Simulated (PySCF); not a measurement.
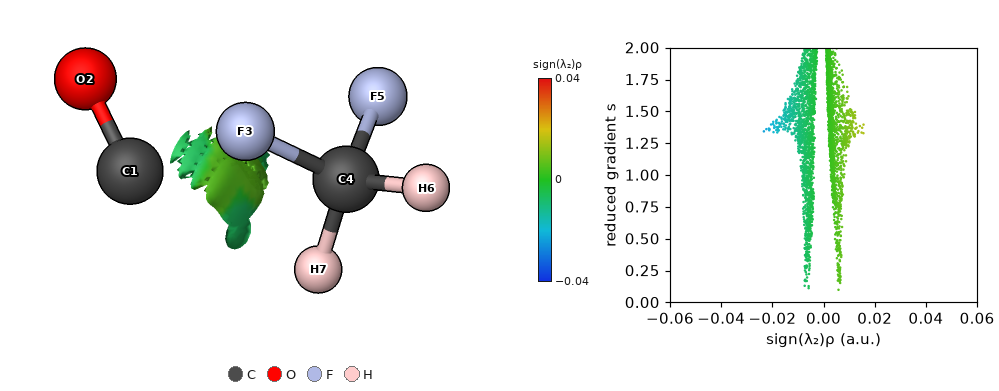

*C2H2F2O, SMILES `[C-]#[O+].FCF`. Non-covalent interaction surfaces between the fragments (reduced density gradient s = 0.4, coloured by sign(λ₂)ρ in a.u.; trimmed to the region between the fragments where ρ is under 0.06 a.u.). Fragment A: CO (atoms 1–2); fragment B: H2CF2. The plot gives s against sign(λ₂)ρ for grid points between the fragments.*

PySCF calculation, PBE0/def2-SVPD, gas phase; geometry: GFN2-xTB.

**Interpret the surfaces between the fragments.**

Bond critical points between the fragments: C1···F5, 2.98 Å, ρ = 0.007 a.u.; C1···H7, C–H···C contact, 2.81 Å, ρ = 0.007 a.u.; C1···F3, 3.10 Å, ρ = 0.006 a.u., a bond path close to vanishing (ellipticity 1.5). All are weak and appear green (van der Waals range). Several contacts close a ring, whose ring point adds a part with positive λ₂ between them. The pose is a local one from a semi-empirical search, not shown to be the most stable.

**How strongly are they bound?**

The counterpoise-corrected interaction energy of the frozen fragments is −0.2 kcal/mol without dispersion correction and −0.9 kcal/mol with D3(BJ). The pair geometry is semi-empirical, not a minimum at this level.

Cost of the run: 23 s on 1 thread of Arm Neoverse V1, with other jobs on the host, peak memory 0.58 GiB.
